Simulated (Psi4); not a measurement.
**triplet CH4FGeN at 4 levels**

We compute a comparison of 4 runs (U-r2SCAN/6-31G*, UBHLYP/6-31G*, UPBE0/6-31G*, UTPSS/6-31G*) of triplet CH4FGeN. 

Program for the calculation: Psi4 1.11.

2 further runs of the same task are left out: 2 set aside as unsound or not needed. Runs told in other sessions of the task aren't counted.

### Step 1. The molecule

The species is CH4FGeN (8 atoms), meant as a triplet with charge 0. As SMILES of the parent species, `[H]/N=[C](/F)[GeH3]`. The shape is that of a PBE0-D4/def2-TZVP optimisation. That shape belongs to the parent species and isn't relaxed for this state.

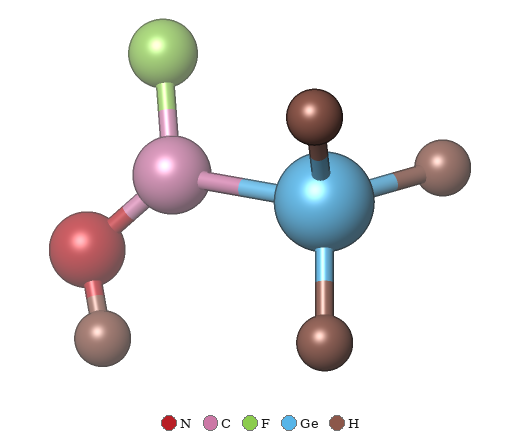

Viewed from a chosen angle; nitrogen red, carbon pink, fluorine green, germanium blue, hydrogen brown.

### Step 2. Energy and gradient at U-r2SCAN/6-31G(d) (spherical functions) (run 1)

job.inp

```
memory 2200 mb

molecule {
  0 3
  N      3.58273176     0.42008612    -0.65856955
  C      1.71606029     0.05158952     0.72867839
  F      2.14937449    -0.24018419     3.21706975
  Ge    -1.92733167    -0.19615357    -0.06708528
  H      3.05606509     0.61491688    -2.49424951
  H     -3.33763428     1.90276523     1.34227247
  H     -2.17261813     0.13530439    -2.93644543
  H     -2.89260378    -2.79603877     0.76288244
  units au
  symmetry c1
  no_reorient
  no_com
}

set globals {
  reference uks
  puream true
  e_convergence 1e-09
  d_convergence 1e-08
  scf_type pk
  dft_radial_points 99
  dft_spherical_points 590
  maxiter 100
}

e_tot, wfn = gradient("r2scan/6-31G*", return_wfn=True)
oeprop(wfn, "WIBERG_LOWDIN_INDICES", "MULLIKEN_CHARGES", "LOWDIN_CHARGES", title="R2SCAN")
print_variables()
```

On the command line:

```sh
$ psi4 job.inp job.out -n 1
```

job.out:

```text
[...]
  Running in c1 symmetry.
[...]
  Nuclear repulsion =  257.992180007590889
[...]
  Multiplicity = 3
[...]
  Nalpha       = 30
  Nbeta        = 28
[...]
    Number of basis functions: 82
[...]
   @UKS iter   1: -2269.71948851737761   -1.36972e+00   3.46831e-02 DIIS/ADIIS
[...]
   @UKS iter  19: -2271.49261138605971   -4.09273e-12   7.01708e-09 DIIS
[...]
   @S^2 Observed:                2.008659981E+00
[...]
  @UKS Final Energy: -2271.49261138605971
   => Energetics <=
    Nuclear Repulsion Energy =            257.9921800075908891
    One-Electron Energy =               -3674.6076564513846279
    Two-Electron Energy =                1248.3288637181094600
    DFT Exchange-Correlation Energy =    -103.2059986603753430
    Empirical Dispersion Energy =           0.0000000000000000
    VV10 Nonlocal Energy =                  0.0000000000000000
    Total Energy =                      -2271.4926113860597070
  UHF NO Occupations:
  HONO-2 :   28  A 1.9979165
  HONO-1 :   29  A 1.0000000
[...]
 Multipole Moments:
 ------------------------------------------------------------------------------------
     Multipole            Electronic (a.u.)      Nuclear  (a.u.)        Total (a.u.)
 ------------------------------------------------------------------------------------
 L = 1.  Multiply by 2.5417464519 to convert [e a0] to [Debye]
 Dipole X            :         11.8048427          -12.3015501           -0.4967073
 Dipole Y            :          5.3827148           -5.3314843            0.0512305
 Dipole Z            :        -23.9887518           23.2434423           -0.7453095
 Magnitude           :                                                    0.8971226
[...]
  -Total Gradient:
     Atom            X                  Y                   Z
    ------   -----------------  -----------------  -----------------
       1       -0.059989449308    -0.020586289660     0.109429646335
       2        0.095686396875     0.022149828370    -0.093983459787
       3        0.006272162649     0.004138389102    -0.026463092122
       4       -0.021454214391    -0.002888956169     0.006547365109
       5       -0.029045060981    -0.004164577166     0.010032009645
       6        0.004495075585    -0.003323479822    -0.004213499008
       7        0.000376028679    -0.000256446520     0.001867175057
       8        0.003468988818     0.004917253139    -0.003249208612
[...]
  Mulliken Charges: (a.u.)
   Center  Symbol    Alpha    Beta     Spin     Total
       1     N     4.21937  3.26209  0.95729 -0.48146
       2     C     3.14796  2.48809  0.65987  0.36396
       3     F     4.68496  4.60761  0.07735 -0.29257
       4    GE    16.13314 15.93670  0.19644 -0.06984
       5     H     0.31751  0.32330 -0.00579  0.35919
       6     H     0.50946  0.44575  0.06371  0.04479
       7     H     0.47889  0.49055 -0.01166  0.03056
       8     H     0.50871  0.44591  0.06280  0.04538
   Total alpha = 30.00000, Total beta = 28.00000, Total charge = -0.00000
[...]
```

Wall time 57 s (1 thread of Intel Xeon Platinum 8488C (Sapphire Rapids), shared host); peak memory 1.3 GiB.

### Step 3. Energy and forces at UBHLYP/6-31G(d) (spherical functions) (run 2)

ch4fgen.py

```python
import psi4

psi4.set_memory('2200 MB')
psi4.set_num_threads(1)
psi4.set_output_file('run.log', False)

m = psi4.geometry("""
0 3
N      1.895900     0.222300    -0.348500
C      0.908100     0.027300     0.385600
F      1.137400    -0.127100     1.702400
Ge    -1.019900    -0.103800    -0.035500
H      1.617200     0.325400    -1.319900
H     -1.766200     1.006900     0.710300
H     -1.149700     0.071600    -1.553900
H     -1.530700    -1.479600     0.403700
symmetry c1
no_reorient
no_com
""")

psi4.set_options({
    'basis': '6-31G*',
    'reference': 'uks',
    'puream': True,
    'e_convergence': 1e-09,
    'd_convergence': 1e-08,
    'scf_type': 'pk',
    'dft_radial_points': 99,
    'dft_spherical_points': 590,
    'maxiter': 100,
})

energy_value = psi4.gradient("bhhlyp")
print('gradient / Eh bohr^-1')
print(energy_value.np.round(6))
```

On the command line:

```sh
$ python ch4fgen.py
```

run.log, cut to the lines that bear on the results:

```text
[...]
  Running in c1 symmetry.
[...]
  Nuclear repulsion =  257.992179624617791
[...]
  Multiplicity = 3
[...]
  Nalpha       = 30
  Nbeta        = 28
[...]
    Number of basis functions: 82
[...]
   @UKS iter   1: -2270.12673227179494   -2.36537e+00   3.13888e-02 DIIS/ADIIS
[...]
   @UKS iter  16: -2271.48150929952135   -1.36424e-12   7.41228e-09 DIIS
[...]
   @S^2 Observed:                2.010797036E+00
[...]
  @UKS Final Energy: -2271.48150929952135
   => Energetics <=
    Nuclear Repulsion Energy =            257.9921796246177905
    One-Electron Energy =               -3674.9925827605384256
    Two-Electron Energy =                1198.4255561172481066
    DFT Exchange-Correlation Energy =     -52.9066622808480318
    Empirical Dispersion Energy =           0.0000000000000000
    VV10 Nonlocal Energy =                  0.0000000000000000
    Total Energy =                      -2271.4815092995208943
  UHF NO Occupations:
  HONO-2 :   28  A 1.9972546
  HONO-1 :   29  A 1.0000000
[...]
 Multipole Moments:
 ------------------------------------------------------------------------------------
     Multipole            Electronic (a.u.)      Nuclear  (a.u.)        Total (a.u.)
 ------------------------------------------------------------------------------------
 L = 1.  Multiply by 2.5417464519 to convert [e a0] to [Debye]
 Dipole X            :         11.8839589          -12.3015502           -0.4175913
 Dipole Y            :          5.4070633           -5.3314843            0.0755790
 Dipole Z            :        -24.1155199           23.2434424           -0.8720775
 Magnitude           :                                                    0.9698525
[...]
  -Total Gradient:
     Atom            X                  Y                   Z
    ------   -----------------  -----------------  -----------------
       1       -0.055896965397    -0.021263978447     0.117352436483
       2        0.107473786668     0.024944739695    -0.106309585776
       3        0.001510422004     0.002293779751    -0.016178336019
       4       -0.021629823971    -0.002685231162     0.004147664413
       5       -0.036332547297    -0.003958812717     0.003292181546
       6        0.002127394474    -0.000918928965    -0.001568555511
       7        0.001074414044    -0.000005672694     0.000564837912
       8        0.001678444291     0.001593318774    -0.001291556566
[...]
```

The script printed:

```text
gradient / Eh bohr^-1
[[-5.58970e-02 -2.12640e-02  1.17352e-01]
 [ 1.07474e-01  2.49450e-02 -1.06310e-01]
 [ 1.51000e-03  2.29400e-03 -1.61780e-02]
 [-2.16300e-02 -2.68500e-03  4.14800e-03]
 [-3.63330e-02 -3.95900e-03  3.29200e-03]
 [ 2.12700e-03 -9.19000e-04 -1.56900e-03]
 [ 1.07400e-03 -6.00000e-06  5.65000e-04]
 [ 1.67800e-03  1.59300e-03 -1.29200e-03]]
```

Wall time 29 s (1 thread of Intel Xeon Platinum 8488C (Sapphire Rapids), shared host); peak memory 1.1 GiB.

### Step 4. Energy and forces at UPBE0/6-31G(d) (spherical functions) (run 3)

calc.inp

```
memory 2200 mb

molecule {
  0 3
  N
  C 1 1.246064
  F 2 1.345504 1 117.35015
  Ge 2 1.977801 1 131.12572 3 179.97709
  H 1 1.015835 2 111.20808 3 179.99373
  H 4 1.531939 2 108.85543 1 -119.12724
  H 4 1.533999 6 110.96278 2 -117.00607
  H 4 1.531874 6 110.43461 7 -123.51613
  symmetry c1
  no_reorient
  no_com
}

set basis 6-31G*
set reference uks
set puream true
set e_convergence 1e-09
set d_convergence 1e-08
set scf_type pk
set dft_radial_points 99
set dft_spherical_points 590
set maxiter 100

gradient("pbe0")
```

On the command line:

```sh
$ psi4 -i calc.inp -o calc.out -n 1
```

calc.out, cut to the lines that bear on the results:

```text
[...]
  Running in c1 symmetry.
[...]
  Nuclear repulsion =  257.992174955886014
[...]
  Multiplicity = 3
[...]
  Nalpha       = 30
  Nbeta        = 28
[...]
    Number of basis functions: 82
[...]
   @UKS iter   1: -2269.63982489795126   -1.87251e+00   3.30193e-02 DIIS/ADIIS
[...]
   @UKS iter  18: -2271.13398169364109   -6.23004e-11   6.67128e-09 DIIS
[...]
   @S^2 Observed:                2.007162146E+00
[...]
  @UKS Final Energy: -2271.13398169364109
   => Energetics <=
    Nuclear Repulsion Energy =            257.9921749558860142
    One-Electron Energy =               -3674.7515412690127050
    Two-Electron Energy =                1223.3217292419167279
    DFT Exchange-Correlation Energy =     -77.6963446224314964
    Empirical Dispersion Energy =           0.0000000000000000
    VV10 Nonlocal Energy =                  0.0000000000000000
    Total Energy =                      -2271.1339816936410898
  UHF NO Occupations:
  HONO-2 :   28  A 1.9980785
  HONO-1 :   29  A 1.0000000
[...]
 Multipole Moments:
 ------------------------------------------------------------------------------------
     Multipole            Electronic (a.u.)      Nuclear  (a.u.)        Total (a.u.)
 ------------------------------------------------------------------------------------
 L = 1.  Multiply by 2.5417464519 to convert [e a0] to [Debye]
 Dipole X            :          0.0001108           -0.0006345           -0.0005237
 Dipole Y            :          2.6218532           -1.7103004            0.9115528
 Dipole Z            :          4.6590150           -4.7617152           -0.1027002
 Magnitude           :                                                    0.9173201
[...]
  -Total Gradient:
     Atom            X                  Y                   Z
    ------   -----------------  -----------------  -----------------
       1       -0.000046660969    -0.053979279108     0.112291357424
       2        0.000187178840     0.023222631482    -0.138331101232
       3       -0.000024990123     0.012435193218    -0.016330040180
       4        0.000030858514     0.008660159923     0.020846014818
       5        0.000024536163     0.011309144532     0.030219521049
       6       -0.004237363364     0.000321147019    -0.004938229171
       7       -0.000022262416    -0.002536621051     0.001097917979
       8        0.004088630485     0.000552653007    -0.004854474071
[...]
```

Wall time 34 s (1 thread of Intel Xeon Platinum 8488C (Sapphire Rapids), shared host); peak memory 1.1 GiB.

### Step 5. Energy and gradient at UTPSS/6-31G(d) (spherical functions) (run 4)

ch4fgen.xyz

```xyz
8
CH4FGeN
N      1.895900     0.222300    -0.348500
C      0.908100     0.027300     0.385600
F      1.137400    -0.127100     1.702400
Ge    -1.019900    -0.103800    -0.035500
H      1.617200     0.325400    -1.319900
H     -1.766200     1.006900     0.710300
H     -1.149700     0.071600    -1.553900
H     -1.530700    -1.479600     0.403700
```

ch4fgen_ase.py

```python
import numpy as np
from ase.calculators.psi4 import Psi4
from ase.io import read

atoms = read('ch4fgen.xyz')
calc = Psi4(atoms=atoms, method='tpss', basis='6-31G*', memory='2200MB', num_threads=1, charge=0, multiplicity=3, label='ch4fgen', reference='uks')
calc.psi4.set_options({'puream': True, 'e_convergence': 1e-09, 'd_convergence': 1e-08, 'scf_type': 'pk', 'dft_radial_points': 99, 'dft_spherical_points': 590, 'maxiter': 100})
atoms.calc = calc

forces = atoms.get_forces()
print(f'energy: {atoms.get_potential_energy():.6f} eV')
print('forces / eV A^-1')
print(np.round(forces, 5))
```

On the command line:

```sh
$ python ch4fgen_ase.py
```

ch4fgen.dat, cut to the lines that bear on the results:

```text
[...]
  Running in c1 symmetry.
[...]
  Nuclear repulsion =  257.992179624617791
[...]
  Multiplicity = 3
[...]
  Nalpha       = 30
  Nbeta        = 28
[...]
    Number of basis functions: 82
[...]
   @UKS iter   1: -2269.74797378480753   -1.21464e+00   3.53266e-02 ADIIS/DIIS
[...]
   @UKS iter  18: -2271.60336239261142   -2.27374e-12   3.99253e-09 DIIS
[...]
   @S^2 Observed:                2.005085968E+00
[...]
  @UKS Final Energy: -2271.60336239261142
   => Energetics <=
    Nuclear Repulsion Energy =            257.9921796246177905
    One-Electron Energy =               -3674.0499340341593779
    Two-Electron Energy =                1247.7470936741426613
    DFT Exchange-Correlation Energy =    -103.2927016572121488
    Empirical Dispersion Energy =           0.0000000000000000
    VV10 Nonlocal Energy =                  0.0000000000000000
    Total Energy =                      -2271.6033623926114160
  UHF NO Occupations:
  HONO-2 :   28  A 1.9987539
  HONO-1 :   29  A 1.0000000
[...]
 Multipole Moments:
 ------------------------------------------------------------------------------------
     Multipole            Electronic (a.u.)      Nuclear  (a.u.)        Total (a.u.)
 ------------------------------------------------------------------------------------
 L = 1.  Multiply by 2.5417464519 to convert [e a0] to [Debye]
 Dipole X            :         -5.2691351            4.8042873           -0.4648478
 Dipole Y            :         -0.6137725            0.6620271            0.0482546
 Dipole Z            :          0.7427142           -1.4420851           -0.6993709
 Magnitude           :                                                    0.8411490
[...]
  -Total Gradient:
     Atom            X                  Y                   Z
    ------   -----------------  -----------------  -----------------
       1       -0.066222461136    -0.020957408092     0.107562606108
       2        0.095308983273     0.021456963347    -0.088940265542
       3        0.006053251516     0.005076540873    -0.033616002527
       4       -0.018777208266    -0.002703954935     0.007240649283
       5       -0.026759991996    -0.004451106276     0.013864685488
       6        0.005694938024    -0.004197061820    -0.005077497694
       7        0.000260422905    -0.000395533606     0.002843237966
       8        0.004459032133     0.006170574881    -0.003858338458
[...]
```

On the terminal:

```text
energy: -61813.475988 eV
forces / eV A^-1
[[ 3.4053   1.07767 -5.53109]
 [-4.90098 -1.10336  4.57349]
 [-0.31127 -0.26105  1.7286 ]
 [ 0.96556  0.13904 -0.37233]
 [ 1.37605  0.22889 -0.71295]
 [-0.29285  0.21582  0.2611 ]
 [-0.01339  0.02034 -0.14621]
 [-0.22929 -0.3173   0.1984 ]]
```

It took 62 s on 1 thread of Intel Xeon Platinum 8488C (Sapphire Rapids), shared host; peak memory 1.4 GiB.

### Step 6. The series

```
run                                  level   energy (Eh)  dipole moment (D)  HOMO energy (eV)   ⟨S²⟩  wall time
  1  U-r2SCAN/6-31G* (spherical functions)  -2271.492611               2.28             -1.94  2.009       57 s
  2    UBHLYP/6-31G* (spherical functions)  -2271.481509               2.47             -4.22  2.011       29 s
  3     UPBE0/6-31G* (spherical functions)  -2271.133982               2.33             -2.94  2.007       34 s
  4     UTPSS/6-31G* (spherical functions)  -2271.603362               2.14             -1.74  2.005       62 s
```

### Step 7. Outcome

```
                                 quantity           value
                      run 4: total energy  -2271.60336 Eh
                     run 4: dipole moment          2.14 D
run 4: HOMO energy (highest over α and β)        -1.74 eV
                              run 4: ⟨S²⟩           2.005
          run 4: largest force on an atom      6.794 eV/Å
```

**Reading.** The dipole moment (its size) runs from 2.14 D (UTPSS/6-31G*) to 2.47 D (UBHLYP/6-31G*). Totals of different functionals can't be ranked against each other. All runs together took 3 min, the longest 62 s.
